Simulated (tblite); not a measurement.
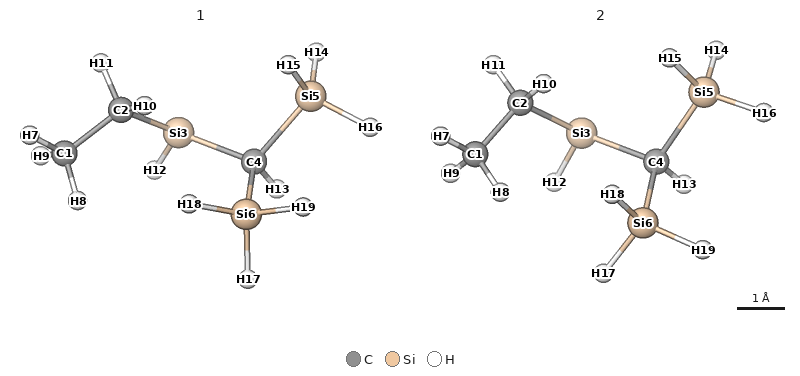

Two geometries of C$_{3}$H$_{13}$Si$_{3}$ (multiplicity 2), drawn at one scale. One is the start of a relaxation, the other its converged end. A ball-and-stick model, seen at a tilt.

Theory: GFN2-xTB geometry optimisation, gas phase in tblite 0.8.0. 

Q: Which geometry has the lower energy?

A: Structure 2 is the relaxed one. The energy falls by 41.3 kJ/mol in 135 geometry steps. The largest move after the best rigid fit is that of H19, 1.06 Å. By element the largest moves are H 1.06 Å, C 0.29 Å, Si 0.26 Å. Some distances before and after: C2–Si3 1.826 → 1.908 Å, C4–Si6 1.845 → 1.905 Å, Si3–C4 1.858 → 1.908 Å, C2–H11 1.129 → 1.091 Å. Bond angles that change, for instance: C4–Si5–H16 105.4° → 111.1°, C2–Si3–H12 115.5° → 109.8°, C1–C2–H11 104.2° → 108.7°. Groups turn about C4–Si6 by about 40°. Cost: 0.96 s on 1 thread of Arm Neoverse V2, on a shared host.
